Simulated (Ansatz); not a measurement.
# CH$_{4}$AlF: what the fields show

Input file:

```
crystal:
  periodic: [false, false, false]
  atoms:
    - { symbol: Al, position_ang: [0.0, 0.0, 0.0] }
    - { symbol: F, position_ang: [0.0, 0.0, 1.69] }
    - { symbol: C, position_ang: [1.706, 0.0, -0.985] }
    - { symbol: H, position_ang: [2.0356, -1.0462, -1.1552] }
    - { symbol: H, position_ang: [1.5695, 0.508, -1.9624] }
    - { symbol: H, position_ang: [2.4756, 0.5381, -0.3932] }
    - { symbol: H, position_ang: [-1.351, 0.0, -0.78] }
basis:
  gaussian: { orbitals: def2-TZVP }
hamiltonian:
  xc: pbe
  dispersion: d4
relax:
  f_tol: 0.02
  max_steps: 40
output:
  orbitals: {}
```

Launched as:

```sh
ansatz run input.yaml --threads 2 --pin off --max-ram 3072MiB --backend cpu --events-out ev --progress --plain --runs-dir out
```

The fields are those of the run's last geometry, not of the input's.

Level of theory: RKS PBE-D4/def2-TZVP (Ansatz 0.2.0).

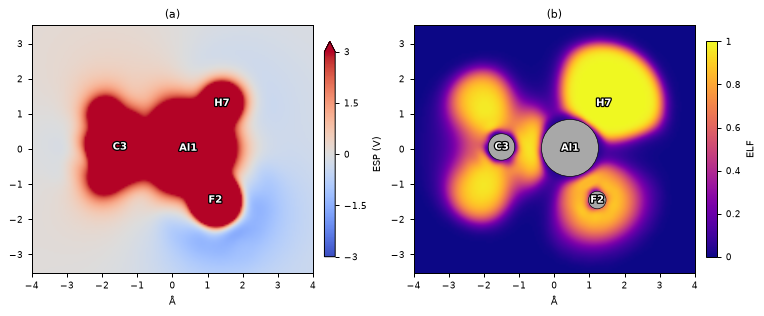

Figure 1. (a) electrostatic potential; (b) ELF on the plane of atoms F2, Al1 and H7. Grey discs cover the atomic cores in the ELF map.

**What does the map show?**

- The section cuts through Al, F, C and H sites.
- Al–F (1.67 Å): the ELF peaks at about 0.85 in the valence shell of F, 0.6 Å from its nucleus, and is about 0.25 at the midpoint.
- C–Al (1.95 Å): the ELF peaks at about 0.95 between the atoms, as expected for a polar covalent bond.
- Al–H (1.59 Å): the ELF climbs to about 1 towards the hydrogen.
- The ELF also peaks beside F2, away from the bonds: lone-pair regions.
- Outside the dense part of the molecule the potential is most negative (−1.6 V) near F2.

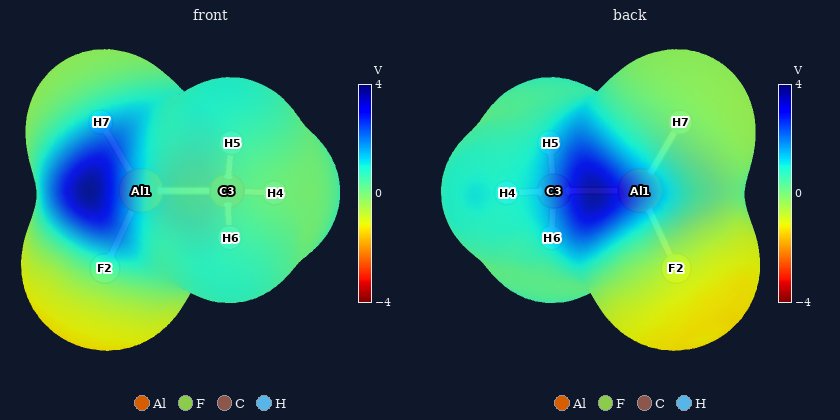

Figure 2. The electrostatic potential painted on the density surface at 0.002 e/bohr³, seen from the front and from behind; the colour scale runs from red (negative) to blue (positive).

**Describe the electrostatic potential map.**

The most negative region (about −1.3 V, or −30 kcal/mol for a unit charge) lies over F2, the most positive (about +3.6 V, or +83 kcal/mol for a unit charge) over Al1.

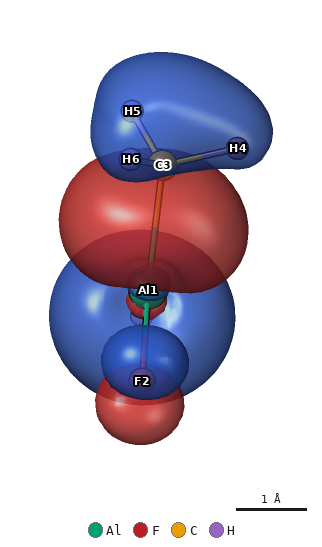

Figure 3. One frontier orbital at ±0.08 Å⁻³ᐟ² (red and blue are the two phases), seen at an oblique angle.

**Which orbital is it: HOMO or LUMO?**

The HOMO, at −7.01 eV. It lies mainly on C3 (about 35 %), H7 (about 25 %), Al1 (about 25 %) and F2 (about 5 %).
